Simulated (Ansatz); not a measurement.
Formation energies in the Ba–Te system, lowest calculated structure of each composition. Method: r2SCAN (plane waves to 500 eV, PAW, scalar-relativistic; Ansatz, a first-principles code). Element references, the lowest calculated here: Ba (Im-3m), Te (P3₁21).

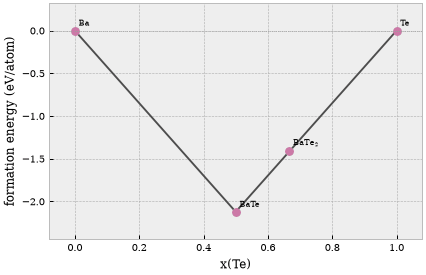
Formation energy against composition with the lower convex hull

Which compounds are stable against decomposition?

For BaTe2 a lower structure may exist, so the energies are upper bounds and are not judged. On the hull: BaTe.

| phase | x(Te) | space group | E_f (eV/atom) | above hull (eV/atom) |
|---|---|---|---|---|
| Ba | 0.000 | Im-3m | 0.00 | 0.00 |
| BaTe | 0.500 | Fm-3m | -2.12 | 0.00 |
| BaTe2 | 0.667 | Pnma | -1.41 | 0.01 |
| Te | 1.000 | P3₁21 | 0.00 | 0.00 |

Hull of the energies calculated here, no anion corrections, zero temperature, no zero-point energy; an uncalculated phase could lie lower. Values are rounded to 0.01 eV/atom. Not shown to be the ambient phase of their composition (a lower form may be missing, and a cell relaxed within its start's symmetry can be a saddle point): BaTe2 (Pnma). Spin-orbit coupling is missing from these energies, which matters for elements this heavy. The compounds carry no spin polarisation.
